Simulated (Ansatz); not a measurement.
Geometry relaxation of ZrPH4Cl3O (part 1 of 2)

The run: geometry relaxation of ZrPH4Cl3O. Method and program: RKS BLYP-D4/def2-SVP (Ansatz 0.2.0).

It belongs to a series of runs on one base structure; here: end point B relaxed. Figures and captions count atoms from 1; the log counts them from 0 in places.

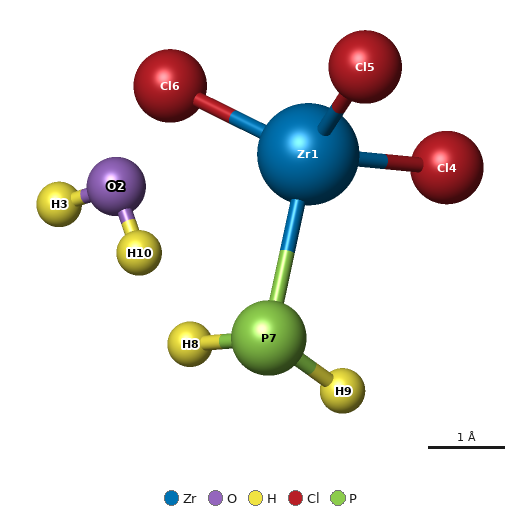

The structure as given in the input (ball-and-stick view, seen at a tilt; atoms are numbered from 1 in the order of the input). Sticks mark near contacts. Bond lengths as drawn: Cl–Zr 2.35 to 2.36 Å, H–O 0.98 to 0.99 Å, H–P 1.44 Å and P–Zr 2.58 Å.

The input:
```yaml
crystal:
  periodic: [false, false, false]
  atoms:
    - { symbol: Zr, position_ang: [0.439523, -0.372082, -0.552511] }
    - { symbol: O, position_ang: [-0.775824, -0.494192, 2.46507] }
    - { symbol: H, position_ang: [-1.236995, -1.354905, 2.530449] }
    - { symbol: Cl, position_ang: [1.645082, -0.593022, -2.554979] }
    - { symbol: Cl, position_ang: [0.47078, 1.911196, 0.021163] }
    - { symbol: Cl, position_ang: [-1.658572, -1.425494, -0.831162] }
    - { symbol: P, position_ang: [1.839043, -1.634257, 1.213926] }
    - { symbol: H, position_ang: [1.005882, -2.802866, 1.056523] }
    - { symbol: H, position_ang: [2.892872, -2.133656, 0.373306] }
    - { symbol: H, position_ang: [0.094009, -0.664623, 2.912714] }
basis:
  gaussian: { orbitals: def2-SVP }
hamiltonian:
  xc: blyp
  dispersion: d4
relax:
  f_tol: 0.03
  max_steps: 50
output:
  orbitals: {}
```

Launch command:
```bash
ansatz run input.yaml --threads 4 --pin off --max-ram 5120MiB --backend cpu --events-out ev --progress --plain --runs-dir out
```

What the program printed:
```
The last accepted step is kept in [file] (removed where the run ends without a failure and the disk answers)
Engine: ansatz 0.2.0, x86_64-unknown-linux-gnu
Functional definition: BLYP
  parameter beta = 0.0042
  parameter a = 0.04918
  parameter b = 0.132
  parameter c = 0.2533
  parameter d = 0.349
  exchange = b88_x(beta = beta)
  correlation = lyp_c(a = a, b = b, c = c, d = d)
1445 factors; their error is unknown
mean field evaluation 1: about -50232.2696 eV, gradient 5.6e1 eV
mean field evaluation 2: about -50146.1773 eV, gradient 1.7e2 eV
mean field evaluation 4: about -50235.5650 eV, gradient 3.2e1 eV
mean field evaluation 8: about -50238.2601 eV, gradient 3.3e-1 eV
mean field evaluation 16: about -50238.2070 eV, gradient 4.6e-4 eV
mean field -50238.20695946 eV, -1846.2200530804 hartree, gradient 4.8e-5 eV, S^2 0.000000; 0 other end points of the search recorded, 0 dependent functions left out
the calculation of the forces begins
reference -50238.20744450 eV, -1846.2200709053 hartree; 45, 45 occupied and 92, 92 virtual orbitals, 1445 factors
relax step   1: F+E_penalty+E_count = -50238.91990485 eV  Δ(F+E_penalty+E_count) = +0.000e0 eV  max|allowed force component| = 5.970e-1 eV/Å  Δτ_max = 0.0000 Å  (31 SCF iters, accepted)
these checks for a lower state are left out or cut short: starts, cluster_reference, orbital_swaps, neighbouring_geometries, increment
1445 factors; their error is unknown
mean field -50238.28618257 eV, -1846.2229644759 hartree, gradient 1.4e-5 eV, S^2 0.000000; 0 other end points of the search recorded, 0 dependent functions left out
[... from here on the field's lines of each further geometry are left out, up to the last ...]
relax step   2: F+E_penalty+E_count = -50239.01054365 eV  Δ(F+E_penalty+E_count) = -9.064e-2 eV  max|allowed force component| = 8.762e-1 eV/Å  Δτ_max = 0.1950 Å  (38 SCF iters, accepted)
relax step   3: F+E_penalty+E_count = -50239.20683524 eV  Δ(F+E_penalty+E_count) = -1.963e-1 eV  max|allowed force component| = 9.928e-1 eV/Å  Δτ_max = 0.1927 Å  (37 SCF iters, accepted)
relax step   4: F+E_penalty+E_count = -50239.32538477 eV  Δ(F+E_penalty+E_count) = -1.185e-1 eV  max|allowed force component| = 6.596e-1 eV/Å  Δτ_max = 0.1950 Å  (36 SCF iters, accepted)
relax step   5: F+E_penalty+E_count = -50239.35874016 eV  Δ(F+E_penalty+E_count) = -3.336e-2 eV  max|allowed force component| = 3.821e-1 eV/Å  Δτ_max = 0.1208 Å  (30 SCF iters, accepted)
relax step   6: F+E_penalty+E_count = -50239.36920119 eV  Δ(F+E_penalty+E_count) = -1.046e-2 eV  max|allowed force component| = 3.027e-1 eV/Å  Δτ_max = 0.0892 Å  (31 SCF iters, accepted)
relax step   7: F+E_penalty+E_count = -50239.37582678 eV  Δ(F+E_penalty+E_count) = -6.626e-3 eV  max|allowed force component| = 1.281e-1 eV/Å  Δτ_max = 0.0443 Å  (30 SCF iters, accepted)
relax step   8: F+E_penalty+E_count = -50239.37739884 eV  Δ(F+E_penalty+E_count) = -1.572e-3 eV  max|allowed force component| = 4.579e-2 eV/Å  Δτ_max = 0.0293 Å  (31 SCF iters, accepted)
relax step   9: F+E_penalty+E_count = -50239.37772415 eV  Δ(F+E_penalty+E_count) = -3.253e-4 eV  max|allowed force component| = 3.131e-2 eV/Å  Δτ_max = 0.0186 Å  (31 SCF iters, accepted)
relax step  10: F+E_penalty+E_count = -50239.37852675 eV  Δ(F+E_penalty+E_count) = -8.026e-4 eV  max|allowed force component| = 1.555e-2 eV/Å  Δτ_max = 0.0336 Å  (31 SCF iters, accepted)
relax step  11: F+E_penalty+E_count = -50239.37912932 eV  Δ(F+E_penalty+E_count) = -6.026e-4 eV  max|allowed force component| = 3.566e-2 eV/Å  Δτ_max = 0.0491 Å  (30 SCF iters, accepted)
relax step  12: F+E_penalty+E_count = -50239.37930740 eV  Δ(F+E_penalty+E_count) = -1.781e-4 eV  max|allowed force component| = 6.160e-2 eV/Å  Δτ_max = 0.0451 Å  (30 SCF iters, accepted)
relax step  13: F+E_penalty+E_count = -50239.37952029 eV  Δ(F+E_penalty+E_count) = -2.129e-4 eV  max|allowed force component| = 4.558e-2 eV/Å  Δτ_max = 0.0176 Å  (31 SCF iters, accepted)
the calculation of the forces begins
reference -50238.62393899 eV, -1846.2353767956 hartree; 45, 45 occupied and 92, 92 virtual orbitals, 1445 factors
relax step  14: F+E_penalty+E_count = -50239.37975332 eV  Δ(F+E_penalty+E_count) = -2.330e-4 eV  max|allowed force component| = 1.605e-2 eV/Å  Δτ_max = 0.0085 Å  (32 SCF iters, accepted)
1445 factors; their error is unknown
mean field evaluation 128: about -50238.6235 eV, gradient 2.0e-2 eV
```

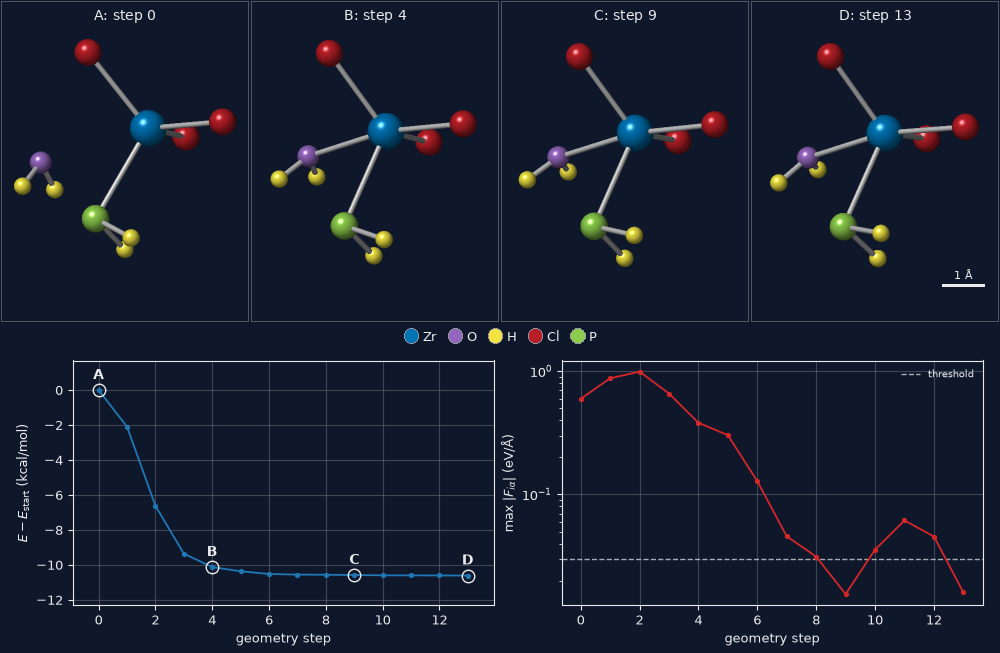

Frames of the relaxation (ball-and-stick view, seen at a tilt) above the curves, on which the letters mark them (the first geometry is step 0 here and step 1 in the log).

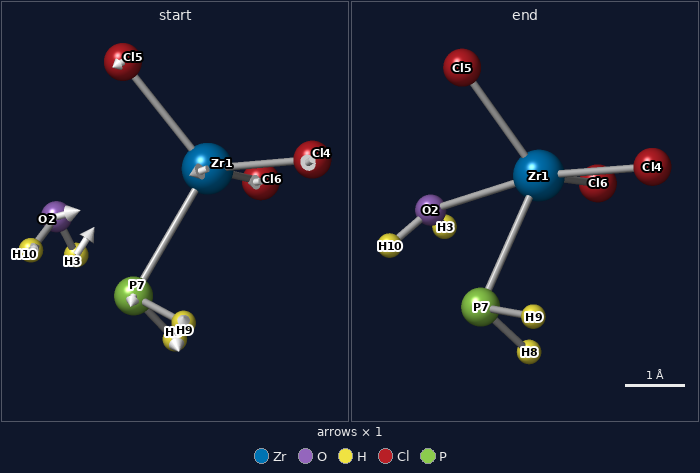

Before (left) and after (right) the relaxation, at one scale (ball-and-stick view, seen at a tilt). The white arrows give the displacements, at true length. The largest move after the best rigid fit is that of H3, 0.57 Å. Largest moves by element: H 0.57 Å, O 0.48 Å, Cl 0.43 Å, Zr 0.40 Å, P 0.25 Å. Among the contacts that change: Zr1–O2 3.255 → 2.377 Å, Zr1–P7 2.583 → 2.650 Å, Zr1–Cl6 2.364 → 2.405 Å, Zr1–Cl5 2.354 → 2.367 Å. New bonds form: Zr1–O2 (3.26 → 2.38 Å). Among the angles that change: Cl4–Zr1–Cl6 108.3° → 100.7°, Cl6–Zr1–P7 110.1° → 117.4°, Cl4–Zr1–P7 105.0° → 97.8°. After 13 geometry steps the energy has fallen by 10.6 kcal/mol. Largest force component: 0.6 eV/Å at the start, 0.016 eV/Å at the end. (Atoms are counted from 1 in the order of the input.)

```
mean field -50238.62345447 eV, -1846.2353589897 hartree, gradient 1.2e-5 eV, S^2 0.000000; 1 other end points of the search recorded, 0 dependent functions left out
the calculation of the forces begins
reference -50238.62393899 eV, -1846.2353767956 hartree; 45, 45 occupied and 92, 92 virtual orbitals, 1445 factors
Total energy: -50239.38023784 eV, -1846.2631702657 hartree
Atom 0 at     0.312000    -0.399148    -0.179811 Å, force     0.016047    -0.001854     0.013510 eV/Å
Atom 1 at    -0.639607    -0.500631     1.995567 Å, force    -0.000693     0.003767    -0.007470 eV/Å
Atom 2 at    -1.445536    -1.052280     2.075602 Å, force    -0.000777    -0.000637     0.002300 eV/Å
Atom 3 at     1.352434    -0.730470    -2.272856 Å, force    -0.000887     0.000051    -0.001489 eV/Å
Atom 4 at     0.618238     1.918376     0.194783 Å, force    -0.002214     0.000639    -0.000689 eV/Å
Atom 5 at    -1.829822    -1.417377    -0.579185 Å, force    -0.007381    -0.003159    -0.002102 eV/Å
Atom 6 at     2.047598    -1.747418     1.300385 Å, force    -0.007881    -0.000575    -0.007544 eV/Å
Atom 7 at     1.315830    -2.962050     1.018002 Å, force    -0.001660     0.000940     0.002049 eV/Å
Atom 8 at     3.054089    -1.996601     0.307936 Å, force     0.002677     0.002854     0.000745 eV/Å
Atom 9 at    -0.069424    -0.676303     2.774075 Å, force     0.002770    -0.002026     0.000691 eV/Å
Dipole moment:    -0.325532    -0.251779     0.790571 e Å
```

Trajectory as extended XYZ (Å, eV, eV/Å), 14 frames, from step=1 to step=14:
```
10
Properties=species:S:1:pos:R:3:forces:R:3 step=1 energy=-50238.91991
Zr    0.4395   -0.3721   -0.5525   -0.3683   0.1557   0.1642
O    -0.7758   -0.4942    2.4651    0.5970  -0.0441  -0.1985
H    -1.2370   -1.3549    2.5304    0.0031  -0.0081   0.0115
Cl    1.6451   -0.5930   -2.5550   -0.0038  -0.0038   0.0052
Cl    0.4708    1.9112    0.0212    0.0056   0.0040   0.0012
Cl   -1.6586   -1.4255   -0.8312    0.0020  -0.0013  -0.0028
P     1.8390   -1.6343    1.2139    0.1931  -0.1914   0.2494
H     1.0059   -2.8029    1.0565    0.0125   0.0025  -0.0144
H     2.8929   -2.1337    0.3733    0.0240  -0.0050  -0.0204
H     0.0940   -0.6646    2.9127   -0.4653   0.0916  -0.1954
10
Properties=species:S:1:pos:R:3:forces:R:3 step=2 energy=-50239.01054
Zr    0.3962   -0.3603   -0.5014    0.0271  -0.1401   0.4802
O    -0.6979   -0.5238    2.2888    0.4525  -0.8762   0.7014
H    -1.2401   -1.3292    2.5237    0.2863   0.6849  -0.4131
Cl    1.6132   -0.5864   -2.5084   -0.0858   0.0103   0.1145
Cl    0.4603    1.9268    0.0418   -0.0122   0.0869   0.0255
Cl   -1.6848   -1.4270   -0.8182   -0.1128  -0.0435  -0.0371
P     1.8669   -1.6623    1.2489    0.0758   0.0034  -0.0826
H     1.0169   -2.8144    1.0617    0.0255  -0.0174  -0.0085
H     2.9059   -2.1445    0.3789    0.0168  -0.0314  -0.0116
H     0.0794   -0.6428    2.9187   -0.6734   0.3231  -0.7687
10
Properties=species:S:1:pos:R:3:forces:R:3 step=3 energy=-50239.20683
Zr    0.3416   -0.3736   -0.3536   -0.0166  -0.0851   0.4382
O    -0.6534   -0.5138    2.1016    0.3933  -0.8267   0.9928
H    -1.2368   -1.2727    2.3925    0.2975   0.6635  -0.5932
Cl    1.5445   -0.5895   -2.3715   -0.0732   0.0096   0.0707
Cl    0.4283    1.9310    0.1278    0.0175   0.1229   0.0321
Cl   -1.7342   -1.4354   -0.7523   -0.1599  -0.0994  -0.0571
P     1.9334   -1.7059    1.2572    0.1402  -0.0680   0.0076
H     1.0648   -2.8434    1.0621    0.0180  -0.0355   0.0157
H     2.9559   -2.1890    0.3687   -0.0350   0.0232  -0.0106
H     0.0717   -0.5716    2.8019   -0.5818   0.2955  -0.8963
10
Properties=species:S:1:pos:R:3:forces:R:3 step=4 energy=-50239.32538
Zr    0.2856   -0.3880   -0.1980    0.0891   0.2141  -0.3825
O    -0.6084   -0.4822    1.9884   -0.3763  -0.0175  -0.1933
H    -1.1991   -1.2249    2.2072   -0.4177  -0.1957  -0.1510
Cl    1.4556   -0.5855   -2.2383    0.0104  -0.0273  -0.0169
Cl    0.4200    1.9424    0.1898    0.0286   0.0751   0.0461
Cl   -1.7751   -1.4617   -0.7118   -0.1231  -0.0958   0.0500
P     1.9799   -1.7397    1.2769    0.2043  -0.1461   0.1386
H     1.1005   -2.8697    1.0839    0.0092  -0.0597   0.0297
H     2.9826   -2.2141    0.3632   -0.0840   0.0700  -0.0181
H     0.0742   -0.5404    2.6732    0.6596   0.1830   0.4973
```
